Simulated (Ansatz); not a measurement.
**KLi (Lithium Potassium): CCSD(T)/def2-TZVP**

Aim: the electronic atomisation energy of KLi (Lithium Potassium) at CCSD(T)/def2-TZVP, from 3 runs. 

Program for the calculation: Ansatz 0.2.0.

38 further runs of the same task are left out: 38 set aside as unsound or not needed.

## 1. Starting point

KLi has 2 atoms, charge 0, and is taken as a singlet. SMILES: `[Li][K]`. Geometry: the measured bond length.

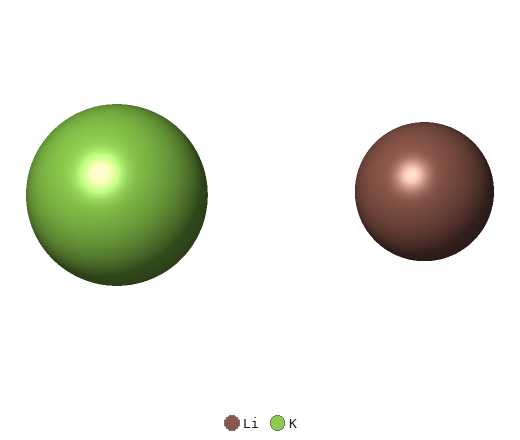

The structure, seen from a chosen angle (lithium brown, potassium green).

## 2. A single-point energy at CCSD(T)/def2-TZVP

input.yaml reads:

```yaml
crystal:
  periodic: [false, false, false]
  atoms:
    - {symbol: Li, position_ang: [0.000000, 0.000000, 0.000000]}
    - {symbol: K, position_ang: [0.000000, 0.000000, 3.270000]}
basis:
  gaussian: {orbitals: def2-TZVP}
accuracy: high
scf: {omitted_lower_state_checks: [cluster_reference, increment]}
correlation: {method: ccsd_t, frozen_orbitals: {K: 5, Li: 0}}
```

The run is started by

```bash
$ ansatz run input.yaml --threads 1 --pin off --max-ram 3480MiB --events-out events.jsonl --progress --plain --runs-dir runs
```

Log:

```text
Warning: RAYON_NUM_THREADS=1 ignored (pool sized by the plan → 1); use --threads N
[... 12 lines left out ...]
5 core orbitals not correlated: weight in the atoms' cores, before any rotation towards them, 1.000 or more for the frozen orbitals, at most 0.000 for the correlated occupied ones
[... 29 lines left out ...]
Total energy: -16512.36460755 eV, -606.8182068448 hartree
Checks for a lower state left out: cluster_reference, increment
```

Wall time 1.7 s (1 thread of Intel Xeon Platinum 8488C (Sapphire Rapids), shared host); peak memory 0.13 GiB.

## 3. The K atom at the same level

in.yaml reads:

```yaml
crystal:
  periodic: [false, false, false]
  atoms:
    - {symbol: K, position_ang: [0.000000, 0.000000, 0.000000]}
basis:
  gaussian:
    orbitals: def2-TZVP
magnetization:
  spin_polarized: true
  initial_magnetization: 1
correlation:
  method: ccsd_t
  frozen_orbitals: {K: 5}
accuracy: high
scf:
  omitted_lower_state_checks: [cluster_reference, increment]
```

The run is started by

```bash
$ ansatz run in.yaml --threads 1 --pin off --max-ram 3480MiB --events-out events.jsonl --progress --plain --runs-dir runs
```

Log:

```text
Warning: RAYON_NUM_THREADS=1 ignored (pool sized by the plan → 1); use --threads N
[... 12 lines left out ...]
5 core orbitals not correlated: weight in the atoms' cores, before any rotation towards them, 1.000 or more for the frozen orbitals, at most 0.000 for the correlated occupied ones
[... 17 lines left out ...]
Total energy: -16308.48995662 eV, -599.3259516143 hartree
Checks for a lower state left out: cluster_reference, increment
```

Run time: 0.83 s. Hardware: 1 thread of Intel Xeon Platinum 8488C (Sapphire Rapids), shared host; peak memory 0.11 GiB.

## 4. The Li atom

job.yaml reads:

```yaml
crystal:
  periodic: [false, false, false]
  atoms:
    - {symbol: Li, position_ang: [0.000000, 0.000000, 0.000000]}
basis:
  gaussian: {orbitals: def2-TZVP}
magnetization: {spin_polarized: true, initial_magnetization: 1}
correlation: {method: ccsd_t, frozen_orbitals: {Li: 0}}
accuracy: high
scf: {omitted_lower_state_checks: [cluster_reference, increment]}
```

Run the same way, it converges to -7.46805 Eh (log not shown).

## 5. What came out

Level: CCSD(T)/def2-TZVP, 5 core orbitals frozen.

```
                                             quantity          value
                               molecule: total energy  -606.81821 Eh
molecule: correlation energy (5 core orbitals frozen)     -233.7 mEh
                             molecule: (T) correction      -3.14 mEh
                              molecule: T1 diagnostic          0.011
                                 K atom: total energy  -599.32595 Eh
  K atom: correlation energy (5 core orbitals frozen)     -172.6 mEh
                               K atom: (T) correction      -2.08 mEh
            K atom: ⟨S²⟩ of the reference determinant          0.750
                                K atom: T1 diagnostic          0.013
                                Li atom: total energy    -7.46805 Eh
                          Li atom: correlation energy      -35.4 mEh
                              Li atom: (T) correction      -0.02 mEh
           Li atom: ⟨S²⟩ of the reference determinant          0.750
                               Li atom: T1 diagnostic          0.002
                        electronic atomisation energy       0.659 eV
```

What this shows: Taking the molecule apart into free atoms costs 0.66 eV (15.2 kcal/mol), before zero-point energy and without spin-orbit coupling. The restricted solution (molecule) is unstable to spin breaking: an unrestricted one lies lower. The triples (molecule) make up 1.3 % of the correlation energy. The triples (K atom) make up 1.2 % of the correlation energy. The triples (Li atom) make up 0.0 % of the correlation energy.
